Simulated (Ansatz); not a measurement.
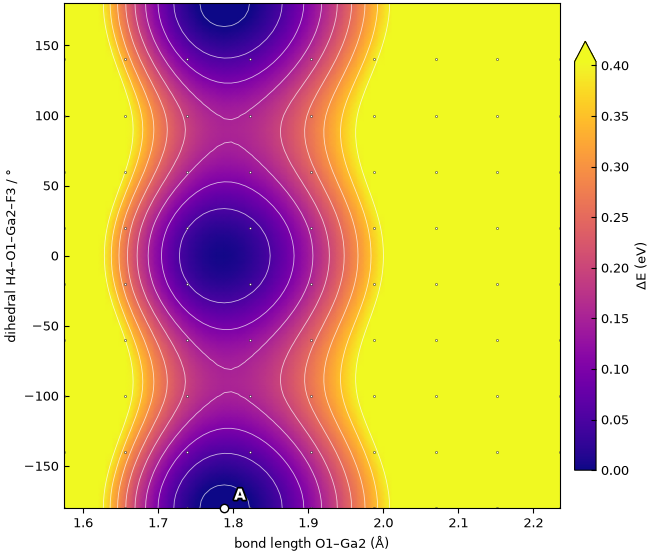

FGaHO, SMILES [OH][Ga][F], spin multiplicity 2. Coordinates scanned: (1) bond length O1–Ga2; (2) dihedral H4–O1–Ga2–F3. Nothing is relaxed (all other coordinates rigid). The grid has 9 × 9 points; 45 points were computed and 36 follow by symmetry. Points are written as (first, second). Energies: eV, counted from the lowest grid point. All numbers below come from UHF-MP2, frozen core/def2-TZVP (Ansatz).

In the figure: a smooth colour map with a few white contour lines, dots at the grid points, one colour for all values above the top of the scale, the point A. Between grid points the surface is interpolated.

What is the easiest way out of the well at A, and how high is the barrier?

The easiest path leads from the well at about (1.79 Å, −180°) to the well at about (1.79 Å, 0°), about 0.018 eV higher (on a rigid scan; wells that are mirror images or exchange like atoms can differ by this much). Its highest point lies about 0.17 eV above the bottom of the first well on the interpolated surface, at about (1.80 Å, 90°). Seen from the upper well the barrier is about 0.15 eV. The start is the relaxed structure and all else is held, so a fully relaxed path at this level can only be lower.

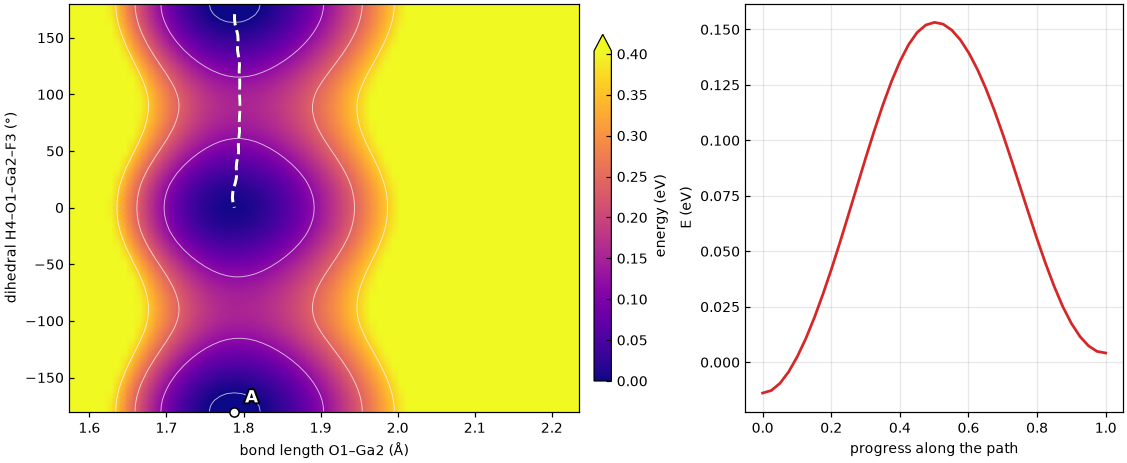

In the figure: a smooth colour map with a few white contour lines, a line along the lowest path, one colour for all values above the top of the scale, the energy along the path at the right. Between grid points the surface is interpolated.
